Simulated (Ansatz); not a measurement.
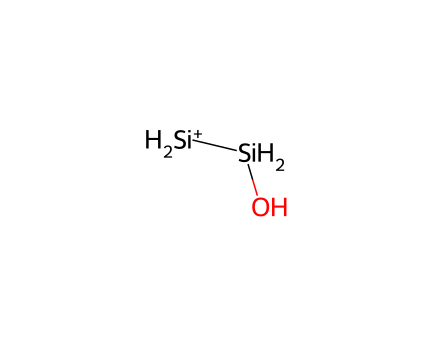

The species has charge +1 and is a spin singlet. The geometry was computed by an optimisation with PBE0-D4/def2-TZVP. No frequency run is at hand to confirm it as a minimum. Properties computed with RKS r2SCAN-D4/def2-TZVPP (Ansatz 0.2.0).

Computed properties:

The species is H₅OSi₂⁺ (`O[SiH2][SiH2+]`).
- dispersion correction: −2.8 kJ/mol
